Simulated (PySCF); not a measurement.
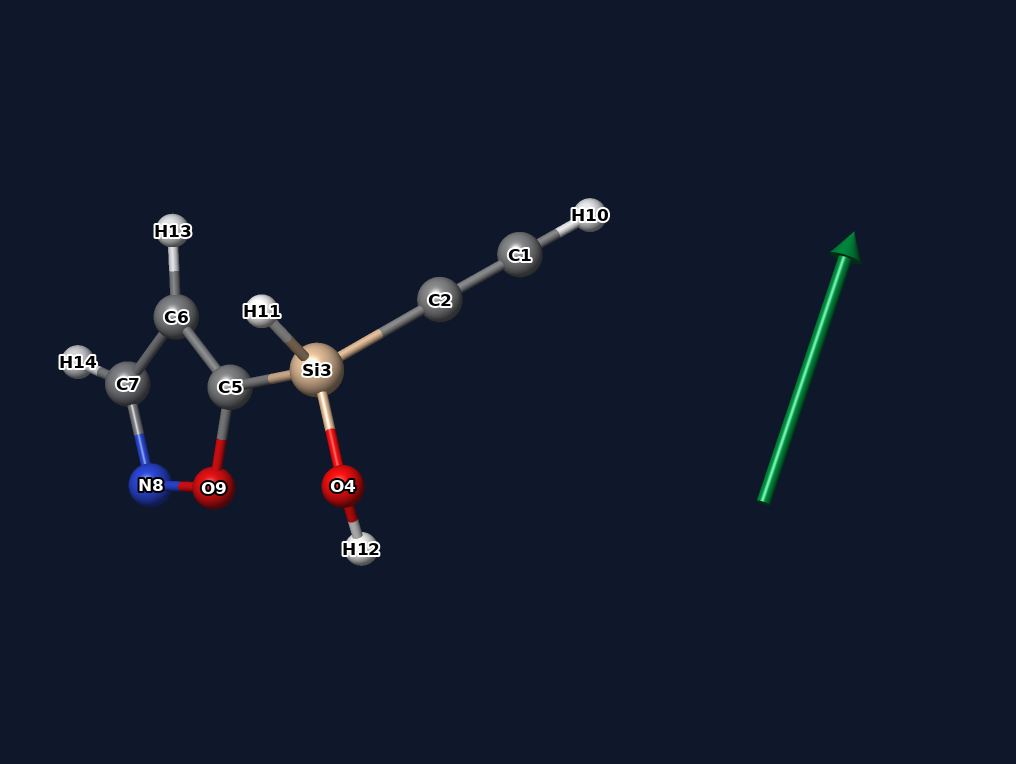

The arrow beside the molecule shows the direction of the dipole moment, from the negative to the positive end (its length means nothing). Computed geometry: GFN2-xTB optimisation. No frequency run is at hand to confirm it as a minimum. Level of theory: CAM-B3LYP/def2-SVPD, gas phase (PySCF 2.14.0).

Q: How large is the dipole moment?

A: 2.73 D; it points from the side of H12 to the side of H10 (the outermost atoms at the two ends).

The geometry is semi-empirical. Around Si such bond lengths and angles can be off by a tenth of an ångström or more and by several degrees, and values that hang on the shape move with them.
